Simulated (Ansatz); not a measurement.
C₂H₉NSi₂ (SMILES C[SiH2][SiH]1CN1)

```yaml
atoms:
  - { symbol: C, position_ang: [-1.6481, 0.1570, -1.3133] }
  - { symbol: Si, position_ang: [-0.7720, -1.1351, -0.2398] }
  - { symbol: Si, position_ang: [-2.2221, -2.7783, 0.5882] }
  - { symbol: C, position_ang: [-2.8382, -2.5621, 2.3390] }
  - { symbol: N, position_ang: [-1.8333, -3.6207, 2.0904] }
  - { symbol: H, position_ang: [-2.1099, -0.3115, -2.1972] }
  - { symbol: H, position_ang: [-2.4389, 0.6729, -0.7460] }
  - { symbol: H, position_ang: [-0.9290, 0.9132, -1.6674] }
  - { symbol: H, position_ang: [-0.1500, -0.4863, 0.9567] }
  - { symbol: H, position_ang: [0.3282, -1.7748, -1.0261] }
  - { symbol: H, position_ang: [-2.9818, -3.5968, -0.3955] }
  - { symbol: H, position_ang: [-2.5195, -1.6643, 2.8907] }
  - { symbol: H, position_ang: [-3.8230, -2.9274, 2.6624] }
  - { symbol: H, position_ang: [-0.9420, -3.5069, 2.5698] }
```

All numbers below come from RKS B3LYP/def2-SVP (Ansatz 0.2.0).

> What can the converged electron density and electron localisation function tell about the bonding?

C–Si (1.89 Å): the density is about 0.92 e/Å³ at the midpoint; the ELF peaks at about 0.95 between the atoms; a shared electron pair.
Si–Si (2.34 Å): the density is about 0.65 e/Å³ at the midpoint; the ELF peaks at about 1 between the atoms, as expected for a shared electron pair.
C–H (1.10 Å): ρ at the midpoint is about 1.9 e/Å³; the ELF climbs to about 1 towards the hydrogen, as it does in any bond to H; a covalent bond by its length.

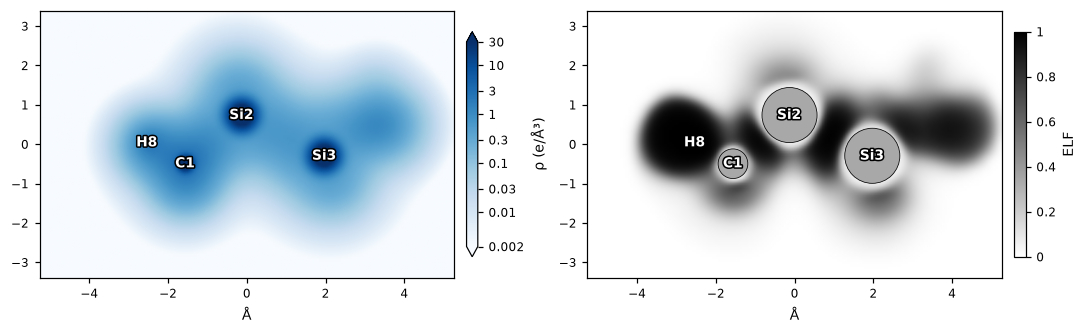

Computed electron density and electron localisation function on the plane of atoms Si2, C1 and H8, in this order. Grey discs cover the atomic cores in the ELF map. 
